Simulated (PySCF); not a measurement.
Cd(I)(Me), SMILES [CH3][Cd][I], singlet at its PBE0/def2-SVP optimised geometry (Å):

```
6

Cd     0.0636    -0.1395     0.0000
I     -2.5486    -0.1440    -0.0062
C      2.1727    -0.1395     0.0000
H      2.5479    -0.4226     0.9939
H      2.5486     0.8617    -0.2550
H      2.5426    -0.8617    -0.7423
```

Computed with PBE0/def2-TZVP, def2 effective core potentials past Kr (PySCF). The core electrons that the potentials of Cd, I replace are not part of the density.

Map of the Laplacian of the electron density (e/bohr⁵), clipped to [-1.50, 1.50] on the plane z = 0.8 Å:

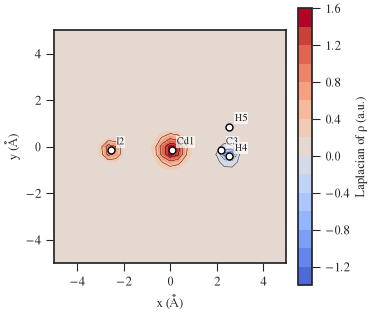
Fig. 1. Laplacian of the electron density (e/bohr⁵), clipped to [-1.50, 1.50] on the plane z = 0.8 Å.
